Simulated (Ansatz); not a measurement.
# AlBCl₂H₂O: one molecule under many settings

Aim: run AlBCl₂H₂O under a spread of inputs, and see what each costs and gives.

Program: Ansatz 0.2.0, Gaussian basis. Level of theory: the settings change from run to run. These are calculated values, not measurements.

## Step 1: The molecule

The structure was relaxed beforehand with PBE0-D4 in a triple-zeta def2 set.

7 atoms, charge 0, spin multiplicity 1.

Atoms are counted from 1 here; the program's logs count them from 0.

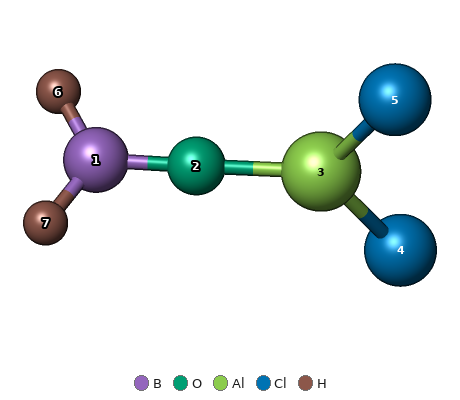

The structure; boron purple, oxygen teal, aluminium green, chlorine blue, hydrogen brown; atoms are numbered from 1 in the order of the file.

As a file:

```xyz
7
AlBCl2H2O
B    -1.5870   -0.1375    0.0233
O    -0.2536   -0.0264    0.0108
Al    1.4029    0.1027   -0.0298
Cl    2.5557   -1.1681    1.1263
Cl    2.2870    1.5340   -1.2341
H    -2.1228   -0.8676   -0.7671
H    -2.2211    0.4948    0.8248
```

## Step 2: B3LYP/cc-pVTZ

Options: atoms shaken by 0.03 Å, the search for lower states set to light.

The input, in.yaml:

```yaml
crystal:
  periodic: [false, false, false]
  atoms:
    - {symbol: B, position_ang: [-1.595854, -0.187852, 0.112165]}
    - {symbol: O, position_ang: [-0.207272, -0.006875, -0.001653]}
    - {symbol: Al, position_ang: [1.454256, 0.112929, -0.075464]}
    - {symbol: Cl, position_ang: [2.537970, -1.177140, 1.116871]}
    - {symbol: Cl, position_ang: [2.288068, 1.519376, -1.228629]}
    - {symbol: H, position_ang: [-2.133487, -0.899112, -0.756425]}
    - {symbol: H, position_ang: [-2.199613, 0.432518, 0.768959]}
basis:
  gaussian: {orbitals: cc-pVTZ}
hamiltonian: {xc: {name: B3LYP}}
scf: {lower_state_search: light}
```

Command:

```console
> ansatz run in.yaml --threads 2 --pin off --events-out ev --progress --plain --max-ram 4352MiB
```

What it wrote:

```text
Functional definition: B3LYP
  name "B3LYP"
  cite "Stephens, Devlin, Chabalowski & Frisch, J. Phys. Chem. 98, 11623 (1994) doi:10.1021/j100096a001"
  cite "Becke, Phys. Rev. A 38, 3098 (1988) doi:10.1103/PhysRevA.38.3098"
  cite "Lee, Yang & Parr, Phys. Rev. B 37, 785 (1988) doi:10.1103/PhysRevB.37.785"
  cite "Vosko, Wilk & Nusair, Can. J. Phys. 58, 1200 (1980) doi:10.1139/p80-159"
  parameter a0 = 0.2
  parameter ax = 0.72
  parameter ac = 0.81
  exchange = (1 - a0 - ax)*slater_x + ax*b88_x + a0*exact_x
  correlation = (1 - ac)*vwn_rpa_c + ac*lyp_c
1360 factors; their error is unknown
mean field evaluation 1: about -34401.6944 eV, gradient 6.0e1 eV
mean field evaluation 2: about -34379.5449 eV, gradient 1.2e2 eV
mean field evaluation 4: about -34407.7016 eV, gradient 6.0e0 eV
mean field evaluation 8: about -34407.8992 eV, gradient 3.5e-1 eV
mean field evaluation 16: about -34407.8993 eV, gradient 4.5e-5 eV
mean field -34407.89932081 eV, -1264.4669775280 hartree, gradient 4.5e-5 eV, S^2 0.000000; 0 other end points of the search recorded, 0 dependent functions left out
reference -34407.89961303 eV, -1264.4669882667 hartree; 31, 31 occupied and 159, 159 virtual orbitals, 1360 factors
Total energy: -34407.89961303 eV, -1264.4669882667 hartree
```

It took 3.4 s on 2 threads of Arm Neoverse V1, shared host.

## Step 3: SPW92/def2-SVPD

Options: multiplicity 3, density fitting with def2-universal-jkfit.

The input, in.yaml:

```yaml
crystal:
  periodic: [false, false, false]
  atoms:
    - {symbol: B, position_ang: [-1.587010, -0.137512, 0.023268]}
    - {symbol: O, position_ang: [-0.253590, -0.026392, 0.010819]}
    - {symbol: Al, position_ang: [1.402907, 0.102741, -0.029752]}
    - {symbol: Cl, position_ang: [2.555700, -1.168111, 1.126312]}
    - {symbol: Cl, position_ang: [2.287043, 1.534008, -1.234098]}
    - {symbol: H, position_ang: [-2.122779, -0.867555, -0.767058]}
    - {symbol: H, position_ang: [-2.221072, 0.494822, 0.824811]}
basis:
  gaussian: {orbitals: def2-SVPD, fitting: {mean_field: def2-universal-jkfit}}
magnetization: {spin_polarized: true, initial_magnetization: 2}
hamiltonian: {xc: {name: SPW92}}
output: {forces: true}
```

Same command.

What it wrote, cut to the lines that bear on the results:

```text
Functional definition: SPW92
  name "SPW92"
  cite "Dirac, Proc. Camb. Phil. Soc. 26, 376 (1930) doi:10.1017/S0305004100016108"
  cite "Slater, Phys. Rev. 81, 385 (1951) doi:10.1103/PhysRev.81.385"
  cite "Perdew & Wang, Phys. Rev. B 45, 13244 (1992) doi:10.1103/PhysRevB.45.13244"
[...]
572 factors; integrals over basis functions are off by at most 2.5e-1 eV
[...]
mean field -34255.60469780 eV, -1258.8702533613 hartree, gradient 2.4e-6 eV, S^2 2.001733; 8 other end points of the search recorded, 0 dependent functions left out
[...]
reference -34255.60474848 eV, -1258.8702552238 hartree; 32, 30 occupied and 105, 107 virtual orbitals, 572 factors
Total energy: -34255.60474848 eV, -1258.8702552238 hartree
Atom 0 at    -1.587010    -0.137512     0.023268 Å, force     1.401197     0.090394     0.023941 eV/Å
Atom 1 at    -0.253590    -0.026392     0.010819 Å, force    -0.382155    -0.189657     0.129071 eV/Å
Atom 2 at     1.402907     0.102741    -0.029752 Å, force     1.000664     0.137117    -0.048757 eV/Å
Atom 3 at     2.555700    -1.168111     1.126312 Å, force     0.016865    -0.065401     0.055941 eV/Å
Atom 4 at     2.287043     1.534008    -1.234098 Å, force     0.168995     0.156771    -0.136324 eV/Å
Atom 5 at    -2.122779    -0.867555    -0.767058 Å, force    -1.067090    -0.541692    -0.574397 eV/Å
Atom 6 at    -2.221072     0.494822     0.824811 Å, force    -1.138476     0.412468     0.550524 eV/Å
Dipole moment:     0.076067    -0.000355     0.003421 e Å
```

It took 10 s on 2 threads of Arm Neoverse V1, shared host.

Largest force 1.404 eV/Å, dipole 0.37 D, ⟨S²⟩ 2.002.

## Step 4: PBEsol/6-31G

Options: atoms shaken by 0.08 Å, a grid of angular degree 11, D3(BJ) dispersion.

The input, in.yaml:

```yaml
crystal:
  periodic: [false, false, false]
  atoms:
    - {symbol: B, position_ang: [-1.668011, -0.093143, -0.008774]}
    - {symbol: O, position_ang: [-0.332275, -0.075771, 0.208854]}
    - {symbol: Al, position_ang: [1.510622, 0.215378, 0.110977]}
    - {symbol: Cl, position_ang: [2.468368, -1.247703, 1.088179]}
    - {symbol: Cl, position_ang: [2.232887, 1.494034, -1.239118]}
    - {symbol: H, position_ang: [-2.109403, -1.005317, -0.673106]}
    - {symbol: H, position_ang: [-2.092479, 0.403795, 0.911526]}
basis:
  gaussian: {orbitals: 6-31G, final_grid: {core_spheres: 5, valence_spheres: 4, degree: 11}}
hamiltonian: {xc: {name: PBEsol}, dispersion: d3bj}
output: {forces: true}
```

The command is unchanged.

What it wrote, cut to the lines that bear on the results:

```text
Functional definition: PBEsol
  name "PBEsol"
  cite "Perdew et al., Phys. Rev. Lett. 100, 136406 (2008) doi:10.1103/PhysRevLett.100.136406"
  cite "Perdew, Burke & Ernzerhof, Phys. Rev. Lett. 77, 3865 (1996) doi:10.1103/PhysRevLett.77.3865"
  parent pbesol
[...]
685 factors; integrals over basis functions are off by at most 2.3e-4 eV
[...]
mean field -34320.46630107 eV, -1261.2538733168 hartree, gradient 1.3e-5 eV, S^2 0.000000; 0 other end points of the search recorded, 0 dependent functions left out
[...]
reference -34320.46634588 eV, -1261.2538749636 hartree; 31, 31 occupied and 30, 30 virtual orbitals, 685 factors
Total energy: -34320.54180549 eV, -1261.2566480528 hartree
Atom 0 at    -1.668011    -0.093143    -0.008774 Å, force     1.128836    -2.199064     0.410718 eV/Å
Atom 1 at    -0.332275    -0.075771     0.208854 Å, force     4.204450     0.892583    -1.178431 eV/Å
Atom 2 at     1.510622     0.215378     0.110977 Å, force    -5.839163    -1.004116     0.614057 eV/Å
Atom 3 at     2.468368    -1.247703     1.088179 Å, force     1.771547    -2.082399     1.641843 eV/Å
Atom 4 at     2.232887     1.494034    -1.239118 Å, force     1.271354     2.286317    -2.099091 eV/Å
Atom 5 at    -2.109403    -1.005317    -0.673106 Å, force    -0.296906     0.575787    -0.537785 eV/Å
Atom 6 at    -2.092479     0.403795     0.911526 Å, force    -2.240118     1.530893     1.148690 eV/Å
Dipole moment:     0.150254     0.234370     0.000734 e Å
```

Run time: 0.85 s. Hardware: 2 threads of Arm Neoverse V1, shared host.

Largest force 5.957 eV/Å, dipole 1.34 D.

## Step 5: PBEsol/def2-mTZVP

Options: multiplicity 3, coordinates scaled by 1.25, density fitting with def2-universal-jkfit, finite nuclei, D3(BJ) dispersion.

The input, in.yaml:

```yaml
crystal:
  periodic: [false, false, false]
  atoms:
    - {symbol: B, position_ang: [-1.983762, -0.171890, 0.029085]}
    - {symbol: O, position_ang: [-0.316987, -0.032990, 0.013523]}
    - {symbol: Al, position_ang: [1.753634, 0.128426, -0.037191]}
    - {symbol: Cl, position_ang: [3.194625, -1.460139, 1.407890]}
    - {symbol: Cl, position_ang: [2.858804, 1.917510, -1.542623]}
    - {symbol: H, position_ang: [-2.653474, -1.084444, -0.958822]}
    - {symbol: H, position_ang: [-2.776340, 0.618528, 1.031014]}
basis:
  gaussian: {orbitals: def2-mTZVP, fitting: {mean_field: def2-universal-jkfit}, nuclear_model: gaussian}
magnetization: {spin_polarized: true, initial_magnetization: 2}
hamiltonian: {xc: {name: PBEsol}, dispersion: d3bj}
```

Same command.

What it wrote, cut to the lines that bear on the results:

```text
Functional definition: PBEsol
  name "PBEsol"
  cite "Perdew et al., Phys. Rev. Lett. 100, 136406 (2008) doi:10.1103/PhysRevLett.100.136406"
  cite "Perdew, Burke & Ernzerhof, Phys. Rev. Lett. 77, 3865 (1996) doi:10.1103/PhysRevLett.77.3865"
  parent pbesol
[...]
572 factors; integrals over basis functions are off by at most 8.8e-1 eV
[...]
mean field -34319.19002049 eV, -1261.2069708706 hartree, gradient 2.8e-6 eV, S^2 2.003277; 10 other end points of the search recorded, 0 dependent functions left out
reference -34319.19007396 eV, -1261.2069728356 hartree; 32, 30 occupied and 83, 85 virtual orbitals, 572 factors
Total energy: -34319.26307511 eV, -1261.2096555784 hartree
```

Run time: 17 s. Hardware: 2 threads of Arm Neoverse V1, shared host.

⟨S²⟩ 2.003.

## Step 6: r2SCAN0/STO-3G

This run has D3(BJ) dispersion, relativity set to scalar, the search for lower states set to off.

The input, in.yaml:

```yaml
crystal:
  periodic: [false, false, false]
  atoms:
    - {symbol: B, position_ang: [-1.587010, -0.137512, 0.023268]}
    - {symbol: O, position_ang: [-0.253590, -0.026392, 0.010819]}
    - {symbol: Al, position_ang: [1.402907, 0.102741, -0.029752]}
    - {symbol: Cl, position_ang: [2.555700, -1.168111, 1.126312]}
    - {symbol: Cl, position_ang: [2.287043, 1.534008, -1.234098]}
    - {symbol: H, position_ang: [-2.122779, -0.867555, -0.767058]}
    - {symbol: H, position_ang: [-2.221072, 0.494822, 0.824811]}
basis:
  gaussian: {orbitals: STO-3G}
hamiltonian: {xc: {name: r2SCAN0}, dispersion: d3bj, pseudopotentials: {relativity: scalar}}
scf: {lower_state_search: off}
```

The command is unchanged.

What it wrote, cut to the lines that bear on the results:

```text
Warning: the engine holds no damping parameters fitted to this dispersion correction and functional, so the run takes those fitted to r2scan0 beside the three-body term, which d3bj leaves out (hamiltonian.dispersion, under Limitations)
Functional definition: r2SCAN0
  name "r2SCAN0"
  cite "Bursch, Neugebauer, Ehlert & Grimme, J. Chem. Phys. 156, 134105 (2022) doi:10.1063/5.0086040"
  cite "Furness, Kaplan, Ning, Perdew & Sun, J. Phys. Chem. Lett. 11, 8208 (2020) doi:10.1021/acs.jpclett.0c02405"
  cite "Furness, Kaplan, Ning, Perdew & Sun, J. Phys. Chem. Lett. 11, 9248 (2020) doi:10.1021/acs.jpclett.0c03077"
  parent r2scan
[...]
452 factors; integrals over basis functions are off by at most 4.1e-5 eV
[...]
mean field -34083.49665269 eV, -1252.5453993626 hartree, gradient 3.5e-6 eV, S^2 0.000000; 0 other end points of the search recorded, 0 dependent functions left out
reference -34083.49665697 eV, -1252.5453995198 hartree; 31, 31 occupied and 8, 8 virtual orbitals, 452 factors
Total energy: -34083.55288685 eV, -1252.5474659299 hartree
Relativity: scalar
Checks for a lower state left out: stability, starts, cluster_reference, orbital_swaps, neighbouring_geometries, increment
```

It took 0.95 s on 2 threads of Arm Neoverse V1, shared host.

## Step 7: wB97X/cc-pVDZ

Set apart from the defaults: charge +1, multiplicity 2.

Changes to in.yaml since step 6:

```diff
@@ -11,4 +11,6 @@
 basis:
-  gaussian: {orbitals: STO-3G}
-hamiltonian: {xc: {name: r2SCAN0}, dispersion: d3bj, pseudopotentials: {relativity: scalar}}
-scf: {lower_state_search: off}
+  gaussian: {orbitals: cc-pVDZ}
+total_charge: 1
+magnetization: {spin_polarized: true, initial_magnetization: 1}
+hamiltonian: {xc: {name: wB97X}}
+output: {forces: true}
```

The command is unchanged.

What it wrote, cut to the lines that bear on the results:

```text
Functional definition: wB97X
  name "wB97X"
  cite "Chai & Head-Gordon, J. Chem. Phys. 128, 084106 (2008) doi:10.1063/1.2834918"
  cite "Becke, J. Chem. Phys. 107, 8554 (1997) doi:10.1063/1.475007"
[...]
  # The coefficients of nought are those of the uniform gas.
[...]
      + exact_x_lr(omega)
[...]
      + integral(e_c_pw_opposite_spin*poly(b97_u_opposite, 1, cos1, cos2, cos3, cos4))
914 factors; integrals over basis functions are off by at most 5.5e-4 eV
256 factors; integrals over basis functions are off by at most 1.1e-5 eV
[...]
mean field -34392.29758070 eV, -1263.8936241542 hartree, gradient 3.4e-5 eV, S^2 0.757181; 4 other end points of the search recorded, 0 dependent functions left out
[...]
reference -34392.29754832 eV, -1263.8936229642 hartree; 31, 30 occupied and 61, 62 virtual orbitals, 914 factors
Total energy: -34392.29754832 eV, -1263.8936229642 hartree
Atom 0 at    -1.587010    -0.137512     0.023268 Å, force     3.798077     0.323224    -0.025459 eV/Å
Atom 1 at    -0.253590    -0.026392     0.010819 Å, force    -6.845485    -0.558002     0.112863 eV/Å
Atom 2 at     1.402907     0.102741    -0.029752 Å, force     5.346055     0.424630    -0.117985 eV/Å
Atom 3 at     2.555700    -1.168111     1.126312 Å, force    -0.408850    -0.026695     0.003187 eV/Å
Atom 4 at     2.287043     1.534008    -1.234098 Å, force    -0.407969    -0.039700     0.013042 eV/Å
Atom 5 at    -2.122779    -0.867555    -0.767058 Å, force    -0.707413    -0.503868    -0.511049 eV/Å
Atom 6 at    -2.221072     0.494822     0.824811 Å, force    -0.774414     0.380412     0.525402 eV/Å
Dipole moment:    -2.150900    -0.172723     0.039649 e Å
```

Run time: 14 s. Hardware: 2 threads of Arm Neoverse V1, shared host.

Largest force 6.869 eV/Å, ⟨S²⟩ 0.757.

## Step 8: B97/x2c-TZVPPall

Options: the search for lower states set to full.

Changes to in.yaml since step 7:

```diff
@@ -11,6 +11,4 @@
 basis:
-  gaussian: {orbitals: cc-pVDZ}
-total_charge: 1
-magnetization: {spin_polarized: true, initial_magnetization: 1}
-hamiltonian: {xc: {name: wB97X}}
-output: {forces: true}
+  gaussian: {orbitals: x2c-TZVPPall}
+hamiltonian: {xc: {name: B97}}
+scf: {lower_state_search: full}
```

Same command.

What it wrote, cut to the lines that bear on the results:

```text
Functional definition: B97
  name "B97"
  cite "Becke, J. Chem. Phys. 107, 8554 (1997) doi:10.1063/1.475007"
[...]
      + integral(e_c_pw_opposite_spin*poly(b97_u_opposite, cos0, cos1, cos2))
1319 factors; their error is unknown
[...]
mean field -34492.24483936 eV, -1267.5666181632 hartree, gradient 6.2e-5 eV, S^2 0.000000; 0 other end points of the search recorded, 0 dependent functions left out
reference -34492.24486894 eV, -1267.5666192504 hartree; 31, 31 occupied and 185, 185 virtual orbitals, 1319 factors
Total energy: -34492.24486894 eV, -1267.5666192504 hartree
Relativity: scalar
```

Wall time 9 s (2 threads of Arm Neoverse V1, shared host); peak memory 0.46 GiB.

## Step 9: PBEsol/def2-TZVPP

Changes to in.yaml since step 8:

```diff
@@ -11,4 +11,4 @@
 basis:
-  gaussian: {orbitals: x2c-TZVPPall}
-hamiltonian: {xc: {name: B97}}
-scf: {lower_state_search: full}
+  gaussian: {orbitals: def2-TZVPP}
+hamiltonian: {xc: {name: PBEsol}}
+output: {forces: true}
```

Launched as before.

What it wrote, cut to the lines that bear on the results:

```text
Functional definition: PBEsol
  name "PBEsol"
  cite "Perdew et al., Phys. Rev. Lett. 100, 136406 (2008) doi:10.1103/PhysRevLett.100.136406"
  cite "Perdew, Burke & Ernzerhof, Phys. Rev. Lett. 77, 3865 (1996) doi:10.1103/PhysRevLett.77.3865"
  parent pbesol
[...]
1295 factors; their error is unknown
[...]
mean field -34328.14185112 eV, -1261.5359445784 hartree, gradient 4.3e-5 eV, S^2 0.000000; 0 other end points of the search recorded, 0 dependent functions left out
[...]
reference -34328.14189702 eV, -1261.5359462652 hartree; 31, 31 occupied and 185, 185 virtual orbitals, 1295 factors
Total energy: -34328.14189702 eV, -1261.5359462652 hartree
Atom 0 at    -1.587010    -0.137512     0.023268 Å, force    -0.060705    -0.005972     0.001862 eV/Å
Atom 1 at    -0.253590    -0.026392     0.010819 Å, force    -0.097065    -0.006726     0.002052 eV/Å
Atom 2 at     1.402907     0.102741    -0.029752 Å, force     0.248017     0.018883    -0.005630 eV/Å
Atom 3 at     2.555700    -1.168111     1.126312 Å, force     0.052138    -0.069240     0.062892 eV/Å
Atom 4 at     2.287043     1.534008    -1.234098 Å, force     0.037943     0.077107    -0.063947 eV/Å
Atom 5 at    -2.122779    -0.867555    -0.767058 Å, force    -0.080299    -0.146689    -0.160806 eV/Å
Atom 6 at    -2.221072     0.494822     0.824811 Å, force    -0.100028     0.132636     0.163577 eV/Å
Dipole moment:     0.002255    -0.000180    -0.000235 e Å
```

Run time: 3.4 s. Hardware: 2 threads of Arm Neoverse V1, shared host.

Largest force 0.249 eV/Å, dipole 0.01 D.

## Step 10: PBEsol/6-31++G**

Set apart from the defaults: charge +1, multiplicity 2, D3(BJ) dispersion, the search for lower states set to off.

Changes to in.yaml since step 9:

```diff
@@ -11,4 +11,6 @@
 basis:
-  gaussian: {orbitals: def2-TZVPP}
-hamiltonian: {xc: {name: PBEsol}}
-output: {forces: true}
+  gaussian: {orbitals: "6-31++G**"}
+total_charge: 1
+magnetization: {spin_polarized: true, initial_magnetization: 1}
+hamiltonian: {xc: {name: PBEsol}, dispersion: d3bj}
+scf: {lower_state_search: off}
```

The command is unchanged.

What it wrote, cut to the lines that bear on the results:

```text
Functional definition: PBEsol
  name "PBEsol"
  cite "Perdew et al., Phys. Rev. Lett. 100, 136406 (2008) doi:10.1103/PhysRevLett.100.136406"
  cite "Perdew, Burke & Ernzerhof, Phys. Rev. Lett. 77, 3865 (1996) doi:10.1103/PhysRevLett.77.3865"
  parent pbesol
[...]
1160 factors; their error is unknown
[...]
mean field -34314.51656124 eV, -1261.0352244107 hartree, gradient 2.0e-6 eV, S^2 0.751620; 0 other end points of the search recorded, 0 dependent functions left out
reference -34314.51664423 eV, -1261.0352274609 hartree; 31, 30 occupied and 88, 89 virtual orbitals, 1160 factors
Total energy: -34314.59193914 eV, -1261.0379944975 hartree
Checks for a lower state left out: stability, starts, cluster_reference, orbital_swaps, neighbouring_geometries, increment
```

It took 3.9 s on 2 threads of Arm Neoverse V1, shared host.

⟨S²⟩ 0.752.

## Step 11: All runs side by side

```csv
level,charge,multiplicity,geometry,functions,energy (eV),time
B3LYP/cc-pVTZ,0,1,shaken,190,-34407.900,3.4 s
SPW92/def2-SVPD,0,3,relaxed,137,-34255.605,10 s
PBEsol/6-31G,0,1,shaken,61,-34320.542,0.85 s
PBEsol/def2-mTZVP,0,3,scaled,115,-34319.263,17 s
r2SCAN0/STO-3G,0,1,relaxed,39,-34083.553,0.95 s
wB97X/cc-pVDZ,1,2,relaxed,92,-34392.298,14 s
B97/x2c-TZVPPall,0,1,relaxed,216,-34492.245,9 s
PBEsol/def2-TZVPP,0,1,relaxed,216,-34328.142,3.4 s
PBEsol/6-31++G**,1,2,relaxed,119,-34314.592,3.9 s
```

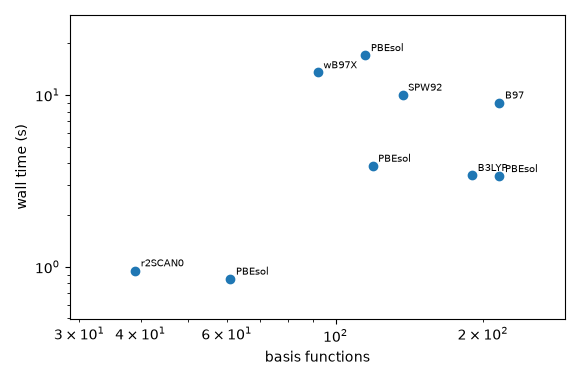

Wall time against the number of basis functions (shared host).

## Step 12: Outcome

| quantity | value |
| --- | --- |
| runs | 9 |
| quickest | PBEsol/6-31G, 0.85 s |
| slowest | PBEsol/def2-mTZVP, 17 s |
| spread of total energies, same state and geometry | 408.7 eV |

What this shows: PBEsol/def2-mTZVP took 20 times as long as PBEsol/6-31G. The jobs differ in tasks and options as well as level. The totals spread over 409 eV; they can't be compared across methods or bases. Some of these runs are scalar-relativistic and others not, which shifts the totals of all-electron atoms past neon by eV; core potentials, where a basis has them, take the core out of the total altogether. At the PBE0-D4/def2-TZVP geometry and in the same state, runs without warnings or point charges leave forces up to 0.25 eV/Å (PBEsol/def2-TZVPP), against 6.0 eV/Å where the atoms were moved.
